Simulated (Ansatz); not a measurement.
Formation energy of the bound charge states of Mn_Si in beta Si3N4 (start: the Si(1,4-fold) site; 84-site cell, 2×2×2 shifted sampling) against the Fermi level, N-rich (Δμ(Si) = -2.47 eV, Δμ(Mn) = -0.44 eV, bounded by Mn2N (Pbcn); only phases computed here count, gases as isolated molecules at 0 K). All values below come from PBE, PAW (plane waves to 420 eV; Ansatz, a first-principles code).

Details: 84-site cell; 2×2×2 shifted k-points; host gap 4.25 eV; charged states image-corrected; no Hubbard U; energies good to tenths of an eV; flagged in the runs: a host whose relaxation on this sampling wasn't shown to rest.

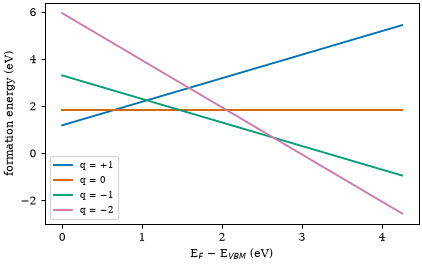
Figure: Formation energy of each charge state against the Fermi level

Crossings of the lowest lines: (+1/0) at 0.64 eV; (0/−1) at 1.48 eV; (−1/−2) at 2.64 eV. At the valence-band maximum: q = +1: 1.18 eV; q = 0: 1.82 eV; q = −1: 3.30 eV; q = −2: 5.94 eV.
